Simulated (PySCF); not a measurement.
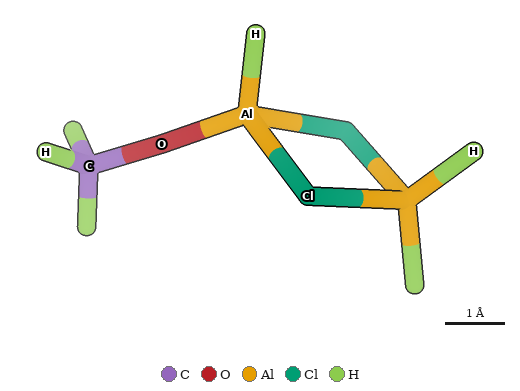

Figure 1. The structure as given in the input (stick view, seen at a tilt). Sticks mark near contacts. Bond lengths as drawn: Al–Cl 2.16 to 2.25 Å, Al–H 1.51 to 1.55 Å, Al–O 1.63 Å, C–H 1.07 to 1.10 Å and C–O 1.39 Å.

Geometry relaxation of CH₆Al₂Cl₂O

The run: geometry relaxation of CH₆Al₂Cl₂O, SMILES C[O][AlH-]1[Cl+][AlH2-][Cl+]1. Method and program: PBE0-D3(BJ)/def2-SVP geometry optimisation, gas phase (PySCF 2.14.0).

**The program's output**
```
step   0  E = -1521.19588743  max force = 0.039307
step   1  E = -1521.21180736  max force = 0.004543
step   2  E = -1521.21219490  max force = 0.002499
step   3  E = -1521.21243176  max force = 0.002537
step   4  E = -1521.21249855  max force = 0.002498
step   5  E = -1521.21263446  max force = 0.003546
step   6  E = -1521.21273258  max force = 0.004379
step   7  E = -1521.21295736  max force = 0.003473
step   8  E = -1521.21325498  max force = 0.002863
step   9  E = -1521.21358067  max force = 0.001536
step  10  E = -1521.21382169  max force = 0.001926
step  11  E = -1521.21394137  max force = 0.002211
step  12  E = -1521.21404996  max force = 0.002304
step  13  E = -1521.21411125  max force = 0.001916
step  14  E = -1521.21415174  max force = 0.001310
step  15  E = -1521.21420292  max force = 0.001613
step  16  E = -1521.21378871  max force = 0.005234
step  17  E = -1521.21416551  max force = 0.003263
step  18  E = -1521.21429012  max force = 0.002436
step  19  E = -1521.21436427  max force = 0.001638
step  20  E = -1521.21439641  max force = 0.001385
step  21  E = -1521.21442822  max force = 0.000981
step  22  E = -1521.21446280  max force = 0.001245
step  23  E = -1521.21449059  max force = 0.000595
step  24  E = -1521.21450063  max force = 0.000301
optimisation converged
```

**Trajectory as extended XYZ (Å, eV, eV/Å), 18 of the 25 frames kept, from step=0 to step=24**
```
12
Properties=species:S:1:pos:R:3:forces:R:3 step=0 energy=-41393.84851
C    -2.5465   -0.9391    0.1111    0.2300   2.0212   0.0474
O    -1.4075   -0.1455    0.0594   -0.8262  -1.1591   0.0774
Al   -0.1118    0.8386   -0.0187   -0.0839   0.5203   0.0860
Cl    1.3283    0.6847    1.7039   -0.8956   0.2619   1.7064
Al    2.9157    0.2006    0.3247    1.7318  -0.1326   0.1405
Cl    1.5277    0.1447   -1.3449   -0.3539  -0.4632  -1.8417
H    -2.3292   -1.9205    0.4672    0.1993  -1.2162   0.4008
H    -3.2745   -0.4421    0.7743   -0.1393  -0.2938   0.1304
H    -3.0056   -0.9744   -0.8722   -0.2551  -0.3018  -0.5464
H    -0.2882    2.3147   -0.2796   -0.0968   1.0137  -0.1784
H     3.3929   -1.2318    0.6363    0.2162  -0.5768   0.0687
H     3.8383    1.4420    0.1941    0.2734   0.3265  -0.0911
12
Properties=species:S:1:pos:R:3:forces:R:3 step=1 energy=-41394.28171
C    -2.5365   -0.9492    0.1240   -0.0081   0.0053  -0.0035
O    -1.4383   -0.1225    0.0687    0.2336   0.0659   0.0198
Al   -0.1676    0.9535   -0.0263   -0.1803   0.0172  -0.0023
Cl    1.2683    0.7333    1.7704   -0.0373  -0.0258   0.0528
Al    2.9746    0.1719    0.3242    0.1917  -0.0936   0.0668
Cl    1.4830    0.1496   -1.4292   -0.0655  -0.0147  -0.0566
H    -2.2721   -1.9632    0.4858   -0.0141   0.1253  -0.0763
H    -3.3053   -0.5383    0.7994   -0.0334  -0.0252   0.0982
H    -3.0095   -1.0447   -0.8690    0.0319  -0.1075  -0.0346
H    -0.3250    2.4882   -0.2983   -0.0241   0.0220  -0.0226
H     3.4272   -1.3072    0.6346   -0.0523  -0.0273  -0.0139
H     3.9463    1.4033    0.1731   -0.0423   0.0583  -0.0278
12
Properties=species:S:1:pos:R:3:forces:R:3 step=3 energy=-41394.29870
C    -2.4590   -0.9655    0.1394    0.0232  -0.0087  -0.0170
O    -1.4231   -0.0626    0.0750   -0.1304   0.0071   0.0285
Al   -0.2015    1.0557   -0.0320    0.1037   0.0255  -0.0117
Cl    1.2392    0.7864    1.7625    0.0069   0.0155   0.0182
Al    2.9219    0.1229    0.3206    0.0100  -0.0201  -0.0026
Cl    1.4275    0.2143   -1.4409    0.0049   0.0244  -0.0403
H    -2.1105   -1.9493    0.4964    0.0219  -0.0525   0.0330
H    -3.2511   -0.6222    0.8295    0.0055  -0.0004  -0.0318
H    -2.9189   -1.1216   -0.8532   -0.0142   0.0242   0.0132
H    -0.3778    2.5882   -0.3165   -0.0169  -0.0170   0.0120
H     3.2597   -1.3903    0.6136   -0.0078   0.0065  -0.0047
H     3.9386    1.3187    0.1632   -0.0067  -0.0045   0.0031
12
Properties=species:S:1:pos:R:3:forces:R:3 step=4 energy=-41394.30052
C    -2.4364   -0.9733    0.1479    0.0461  -0.0375  -0.0115
O    -1.4225   -0.0462    0.0810   -0.1285   0.0362   0.0272
Al   -0.2092    1.0819   -0.0325    0.0957  -0.0337  -0.0036
Cl    1.2377    0.8068    1.7579    0.0129   0.0142  -0.0020
Al    2.9057    0.1103    0.3121   -0.0286   0.0018  -0.0103
Cl    1.4133    0.2424   -1.4520    0.0136   0.0315  -0.0225
H    -2.0636   -1.9491    0.5052    0.0077  -0.0253   0.0206
H    -3.2351   -0.6487    0.8387   -0.0019   0.0061  -0.0185
H    -2.8953   -1.1405   -0.8434   -0.0115   0.0207   0.0079
H    -0.3972    2.6124   -0.3159   -0.0139  -0.0072   0.0141
H     3.2065   -1.4110    0.6005    0.0017   0.0031  -0.0056
H     3.9413    1.2897    0.1578    0.0067  -0.0099   0.0043
12
Properties=species:S:1:pos:R:3:forces:R:3 step=6 energy=-41394.30688
C    -2.2853   -1.0246    0.2173    0.0456  -0.0904   0.0140
O    -1.4363    0.0539    0.1412   -0.0118   0.1791  -0.0165
Al   -0.2583    1.2220   -0.0204   -0.0133  -0.2252   0.0210
Cl    1.2517    0.9312    1.7179    0.0029  -0.0048  -0.0808
Al    2.7866    0.0411    0.2239   -0.1206   0.1037  -0.0270
Cl    1.3240    0.4608   -1.5354    0.0293   0.0172   0.1045
H    -1.7611   -1.9338    0.5720   -0.0473   0.0653  -0.0376
H    -3.1185   -0.8257    0.9134   -0.0058   0.0003   0.0400
H    -2.7330   -1.2550   -0.7661    0.0299  -0.0250  -0.0174
H    -0.5340    2.7411   -0.2727    0.0138   0.0334   0.0200
H     2.8428   -1.5141    0.4683    0.0297  -0.0190  -0.0190
H     3.9665    1.0777    0.0980    0.0476  -0.0346  -0.0013
12
Properties=species:S:1:pos:R:3:forces:R:3 step=7 energy=-41394.31300
C    -2.1208   -1.0639    0.2718   -0.0020  -0.0972  -0.0008
O    -1.4660    0.1433    0.2020   -0.0263   0.1786  -0.0475
Al   -0.3130    1.3346    0.0084   -0.0266  -0.1452   0.0065
Cl    1.2592    1.0298    1.6830    0.0385   0.0242  -0.0645
Al    2.6420   -0.0175    0.1410   -0.0961   0.1407  -0.0422
Cl    1.2380    0.6717   -1.5842   -0.0050  -0.0657   0.1645
H    -1.4558   -1.8797    0.6179   -0.0511   0.0542  -0.0416
H    -2.9741   -1.0057    0.9698    0.0154  -0.0120   0.0482
H    -2.5332   -1.3534   -0.7115    0.0510  -0.0438  -0.0248
H    -0.6572    2.8461   -0.1985    0.0306   0.0351   0.0223
H     2.4679   -1.5717    0.3309    0.0281  -0.0231  -0.0201
H     3.9580    0.8410    0.0269    0.0435  -0.0457   0.0001
12
Properties=species:S:1:pos:R:3:forces:R:3 step=8 energy=-41394.32110
C    -1.8822   -1.0938    0.3215   -0.1114  -0.1391  -0.0692
O    -1.5187    0.2346    0.2881   -0.0595   0.0877  -0.0191
Al   -0.3921    1.4506    0.0671   -0.0020   0.1343  -0.0131
Cl    1.2737    1.1436    1.6424    0.0685  -0.0378  -0.0114
Al    2.4222   -0.0885    0.0446   -0.0273   0.1472  -0.0404
Cl    1.1097    0.8927   -1.6065    0.0012  -0.1270   0.0687
H    -1.0553   -1.7537    0.6469   -0.0355   0.0212  -0.0038
H    -2.7320   -1.2434    1.0103    0.0451  -0.0148   0.0560
H    -2.2193   -1.4363   -0.6738    0.0563  -0.0537  -0.0123
H    -0.8054    2.9523   -0.0776    0.0388   0.0295   0.0291
H     1.9715   -1.5922    0.1923    0.0088  -0.0133  -0.0043
H     3.8731    0.5089   -0.0980    0.0171  -0.0343   0.0197
12
Properties=species:S:1:pos:R:3:forces:R:3 step=10 energy=-41394.33652
C    -1.9717   -1.0838    0.3024    0.0020   0.0972  -0.0399
O    -1.5777    0.2439    0.2832   -0.0884  -0.0486  -0.0110
Al   -0.3958    1.4142    0.0819   -0.0046   0.0919   0.0162
Cl    1.2825    1.0915    1.6473    0.0366  -0.0055   0.0520
Al    2.5027   -0.0415    0.0464    0.0575  -0.0990   0.0180
Cl    1.0780    0.7615   -1.5779   -0.0244  -0.0257  -0.0585
H    -1.1593   -1.7563    0.6259    0.0590  -0.0476   0.0338
H    -2.8188   -1.2221    0.9969    0.0118  -0.0021  -0.0285
H    -2.2993   -1.4184   -0.6989   -0.0122   0.0100   0.0162
H    -0.7153    2.9432   -0.0472   -0.0024  -0.0342  -0.0008
H     2.1973   -1.5819    0.2164   -0.0054   0.0148   0.0029
H     3.9222    0.6247   -0.1190   -0.0293   0.0488  -0.0004
12
Properties=species:S:1:pos:R:3:forces:R:3 step=11 energy=-41394.33978
C    -1.9787   -1.0733    0.2954    0.0443   0.0539  -0.0152
O    -1.6060    0.2606    0.2888   -0.0967  -0.0182   0.0062
Al   -0.4050    1.4139    0.0962    0.0679   0.0472   0.0167
Cl    1.2838    1.0616    1.6529   -0.0050   0.0066   0.0507
Al    2.5108   -0.0434    0.0415    0.0657  -0.1137   0.0265
Cl    1.0458    0.7103   -1.5658   -0.0202   0.0165  -0.0724
H    -1.1565   -1.7354    0.6193    0.0318  -0.0344   0.0225
H    -2.8258   -1.2307    0.9848   -0.0091  -0.0045  -0.0264
H    -2.2937   -1.4062   -0.7100   -0.0253   0.0088   0.0044
H    -0.6905    2.9486   -0.0270   -0.0155  -0.0205  -0.0071
H     2.2500   -1.5906    0.2214   -0.0046   0.0096   0.0011
H     3.9106    0.6594   -0.1400   -0.0334   0.0487  -0.0069
12
Properties=species:S:1:pos:R:3:forces:R:3 step=13 energy=-41394.34440
C    -1.9970   -1.0459    0.2735    0.0395  -0.0509   0.0110
O    -1.6521    0.2949    0.2969   -0.0327   0.0397   0.0322
Al   -0.4025    1.4055    0.1265    0.0985  -0.0495  -0.0017
Cl    1.2804    0.9812    1.6835   -0.0691  -0.0068  -0.0084
Al    2.5312   -0.0623    0.0454    0.0221  -0.0154   0.0012
Cl    1.0110    0.6310   -1.5439   -0.0090   0.0414  -0.0118
H    -1.1708   -1.7022    0.6093   -0.0306   0.0210  -0.0162
H    -2.8582   -1.2319    0.9373   -0.0134   0.0045   0.0024
H    -2.2863   -1.3684   -0.7429    0.0027   0.0001  -0.0099
H    -0.6383    2.9463    0.0067   -0.0085   0.0157  -0.0004
H     2.3593   -1.6203    0.2242    0.0008  -0.0037   0.0013
H     3.8683    0.7467   -0.1591   -0.0004   0.0039   0.0003
12
Properties=species:S:1:pos:R:3:forces:R:3 step=14 energy=-41394.34550
C    -2.0220   -1.0305    0.2560    0.0084  -0.0390   0.0110
O    -1.6693    0.3086    0.2939    0.0207   0.0442   0.0214
Al   -0.3887    1.3898    0.1369    0.0379  -0.0528  -0.0123
Cl    1.2682    0.9249    1.7057   -0.0674  -0.0256  -0.0294
Al    2.5537   -0.0685    0.0579   -0.0045   0.0373  -0.0113
Cl    1.0183    0.6012   -1.5326   -0.0002   0.0282   0.0236
H    -1.2074   -1.6955    0.6028   -0.0269   0.0222  -0.0193
H    -2.8967   -1.2137    0.9030   -0.0059   0.0021   0.0059
H    -2.2977   -1.3439   -0.7671    0.0148  -0.0065  -0.0063
H    -0.5999    2.9346    0.0177    0.0032   0.0141   0.0076
H     2.4328   -1.6320    0.2235    0.0031  -0.0068   0.0011
H     3.8538    0.7997   -0.1402    0.0168  -0.0173   0.0079
12
Properties=species:S:1:pos:R:3:forces:R:3 step=16 energy=-41394.33562
C    -2.1395   -0.9328    0.1258   -0.1388   0.0874   0.0238
O    -1.7489    0.3969    0.2251    0.1917  -0.0430  -0.0983
Al   -0.3189    1.3026    0.1641   -0.2691   0.0882  -0.0613
Cl    1.0983    0.5343    1.7960    0.1791  -0.0324  -0.0118
Al    2.6516   -0.0993    0.1755   -0.1593   0.1530  -0.0143
Cl    1.1136    0.4944   -1.4637    0.0422  -0.0634   0.0603
H    -1.3929   -1.6324    0.5447    0.0182  -0.0233   0.0066
H    -3.0841   -1.0871    0.6758    0.0171  -0.0292   0.0034
H    -2.3230   -1.2199   -0.9257    0.0287  -0.0337   0.0062
H    -0.3627    2.8672    0.0832    0.0315  -0.0234   0.0533
H     2.7896   -1.6674    0.2236    0.0066  -0.0130  -0.0053
H     3.7621    1.0182    0.1331    0.0521  -0.0673   0.0373
12
Properties=species:S:1:pos:R:3:forces:R:3 step=17 energy=-41394.34588
C    -2.0828   -0.9724    0.1744   -0.1081   0.0627   0.0157
O    -1.7257    0.3671    0.2511    0.1264  -0.0160  -0.0762
Al   -0.3503    1.3452    0.1544   -0.1678   0.0518  -0.0350
Cl    1.1489    0.6788    1.7712    0.0779  -0.0548  -0.0531
Al    2.6056   -0.0945    0.1299   -0.0998   0.1246  -0.0105
Cl    1.0808    0.5636   -1.4906    0.0288  -0.0457   0.0717
H    -1.3023   -1.6478    0.5712    0.0165  -0.0119   0.0068
H    -3.0034   -1.1498    0.7570    0.0188  -0.0200   0.0074
H    -2.2929   -1.2729   -0.8682    0.0315  -0.0209   0.0042
H    -0.4639    2.9046    0.0606    0.0274  -0.0128   0.0407
H     2.6236   -1.6683    0.2051    0.0104  -0.0087  -0.0019
H     3.8075    0.9211    0.0414    0.0380  -0.0482   0.0301
12
Properties=species:S:1:pos:R:3:forces:R:3 step=18 energy=-41394.34927
C    -2.0753   -0.9874    0.1855   -0.0612   0.0640   0.0171
O    -1.7084    0.3499    0.2461    0.0656  -0.0220  -0.0749
Al   -0.3574    1.3560    0.1420   -0.1252   0.0375  -0.0191
Cl    1.1601    0.7248    1.7586    0.0591  -0.0509  -0.0244
Al    2.5973   -0.0850    0.1240   -0.0634   0.0714   0.0005
Cl    1.0882    0.5929   -1.4980    0.0238  -0.0338   0.0443
H    -1.2920   -1.6629    0.5760    0.0191  -0.0111   0.0081
H    -2.9874   -1.1564    0.7836    0.0136  -0.0089   0.0010
H    -2.3001   -1.2962   -0.8515    0.0228  -0.0091   0.0027
H    -0.4920    2.9135    0.0477    0.0160  -0.0105   0.0319
H     2.5755   -1.6593    0.2055    0.0076  -0.0019  -0.0050
H     3.8366    0.8847    0.0380    0.0222  -0.0246   0.0179
12
Properties=species:S:1:pos:R:3:forces:R:3 step=20 energy=-41394.35216
C    -2.0662   -0.9845    0.1625    0.0022  -0.0013   0.0421
O    -1.7190    0.3581    0.2034   -0.0156  -0.0118  -0.0712
Al   -0.3746    1.3711    0.1375    0.0094   0.0187   0.0138
Cl    1.1243    0.6863    1.7586    0.0209   0.0090   0.0311
Al    2.5843   -0.0845    0.1410    0.0080  -0.0410   0.0230
Cl    1.1058    0.6294   -1.4819   -0.0049   0.0045  -0.0379
H    -1.2746   -1.6403    0.5718    0.0032  -0.0011   0.0038
H    -2.9788   -1.1596    0.7574   -0.0060  -0.0007  -0.0101
H    -2.2724   -1.3169   -0.8708    0.0007   0.0049  -0.0037
H    -0.4895    2.9306    0.0814   -0.0070  -0.0001   0.0204
H     2.5496   -1.6614    0.1808   -0.0002   0.0020  -0.0085
H     3.8562    0.8463    0.1157   -0.0107   0.0171  -0.0028
12
Properties=species:S:1:pos:R:3:forces:R:3 step=21 energy=-41394.35302
C    -2.0608   -0.9806    0.1489    0.0145  -0.0296   0.0391
O    -1.7233    0.3644    0.1817   -0.0231   0.0063  -0.0504
Al   -0.3780    1.3773    0.1411    0.0469  -0.0101   0.0132
Cl    1.1098    0.6628    1.7658   -0.0015   0.0264   0.0227
Al    2.5779   -0.0915    0.1508    0.0183  -0.0382   0.0115
Cl    1.1126    0.6433   -1.4751   -0.0163   0.0122  -0.0295
H    -1.2680   -1.6279    0.5707   -0.0080   0.0069  -0.0029
H    -2.9774   -1.1586    0.7368   -0.0092   0.0046  -0.0082
H    -2.2549   -1.3222   -0.8836   -0.0002   0.0015  -0.0045
H    -0.4868    2.9372    0.1049   -0.0079   0.0052   0.0183
H     2.5435   -1.6687    0.1680   -0.0022   0.0009  -0.0055
H     3.8504    0.8392    0.1473   -0.0115   0.0139  -0.0038
12
Properties=species:S:1:pos:R:3:forces:R:3 step=23 energy=-41394.35472
C    -2.0541   -0.9786    0.1312    0.0090  -0.0134   0.0118
O    -1.7237    0.3690    0.1492   -0.0001   0.0082  -0.0039
Al   -0.3761    1.3813    0.1508    0.0306  -0.0225   0.0002
Cl    1.1001    0.6423    1.7797   -0.0214   0.0165  -0.0101
Al    2.5693   -0.1014    0.1604    0.0173  -0.0012  -0.0128
Cl    1.1221    0.6698   -1.4694   -0.0159   0.0039   0.0091
H    -1.2650   -1.6160    0.5743   -0.0078   0.0052  -0.0016
H    -2.9798   -1.1530    0.7057   -0.0059   0.0059  -0.0045
H    -2.2298   -1.3341   -0.9000    0.0027  -0.0051   0.0007
H    -0.4871    2.9416    0.1505   -0.0020   0.0036   0.0094
H     2.5293   -1.6783    0.1469   -0.0048  -0.0001   0.0021
H     3.8398    0.8320    0.1781   -0.0017  -0.0009  -0.0003
12
Properties=species:S:1:pos:R:3:forces:R:3 step=24 energy=-41394.35500
C    -2.0507   -0.9804    0.1316   -0.0042   0.0061   0.0036
O    -1.7220    0.3679    0.1458    0.0084  -0.0054   0.0039
Al   -0.3750    1.3815    0.1538    0.0061  -0.0032  -0.0029
Cl    1.1031    0.6471    1.7802   -0.0155   0.0030  -0.0114
Al    2.5667   -0.1022    0.1565    0.0107   0.0055  -0.0128
Cl    1.1206    0.6791   -1.4706   -0.0057  -0.0035   0.0101
H    -1.2633   -1.6154    0.5802    0.0001   0.0009   0.0042
H    -2.9790   -1.1529    0.7025   -0.0033   0.0020  -0.0035
H    -2.2220   -1.3400   -0.8990    0.0047  -0.0031   0.0014
H    -0.4914    2.9418    0.1622    0.0005   0.0000   0.0043
H     2.5176   -1.6786    0.1405   -0.0030   0.0001   0.0027
H     3.8404    0.8267    0.1737    0.0014  -0.0024   0.0002
```

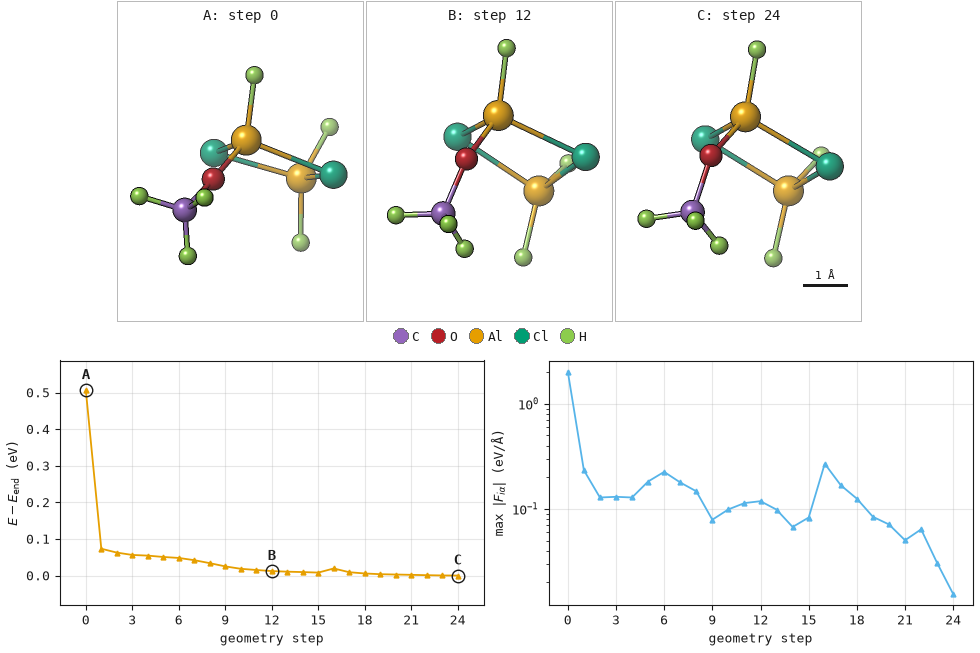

Figure 2. Frames of the relaxation (ball-and-stick view, seen at a tilt) above the curves, on which the letters mark them (steps are counted from 0).

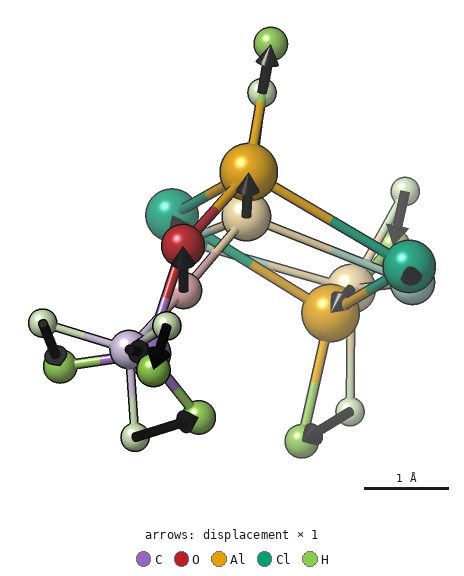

Figure 3. Start (faint) and end (solid) with the displacements as black arrows, at true length (ball-and-stick view, seen at a tilt). The two geometries are laid on each other by the best rigid fit. Over 24 geometry steps the energy falls by 0.506 eV. Largest force component: 2 eV/Å at the start, 0.015 eV/Å at the end. H7 moves most after the best rigid fit: 1.12 Å. Largest moves by element: H 1.12 Å, O 0.61 Å, Al 0.58 Å, C 0.48 Å, Cl 0.43 Å. Among the contacts that change: Cl4–Al5 2.158 → 2.311 Å, Al5–Cl6 2.172 → 2.313 Å, Al3–Cl6 2.220 → 2.317 Å, Al3–Cl4 2.251 → 2.317 Å. Among the angles that change: C1–O2–Al3 177.6° → 140.7°, O2–Al3–Cl4 115.5° → 108.8°, O2–Al3–Cl6 115.3° → 109.3°. (Atoms are counted from 1 in the order of the input.)

This output came from the following input.

**The input**
```
{"job": {"xc": "PBE0", "basis": "def2-SVP", "d3": "d3bj", "grid": 1, "shake": 0.01, "kind": "geom"}, "charge": 0, "multiplicity": 1}
C     -2.546550    -0.939100     0.111070
O     -1.407480    -0.145540     0.059380
Al    -0.111800     0.838600    -0.018710
Cl     1.328350     0.684690     1.703930
Al     2.915700     0.200570     0.324740
Cl     1.527740     0.144690    -1.344880
H     -2.329210    -1.920510     0.467170
H     -3.274470    -0.442090     0.774280
H     -3.005570    -0.974440    -0.872170
H     -0.288240     2.314690    -0.279610
H      3.392930    -1.231830     0.636330
H      3.838280     1.442010     0.194150
```

The first line tells a small driver script what to run in PySCF; the rest is the geometry in Å.

Launched with:
```bash
OMP_NUM_THREADS=1 python <driver script> task.json out
```

**Summary**

| quantity | value |
| --- | --- |
| outcome | converged |
| total energy | −1521.214501 hartree |
| dipole moment | 0.93 D |
| point group | C1 |
| hardware | 1 CPU thread, shared host |
| wall time | 3 min |
| peak memory | 0.55 GiB |
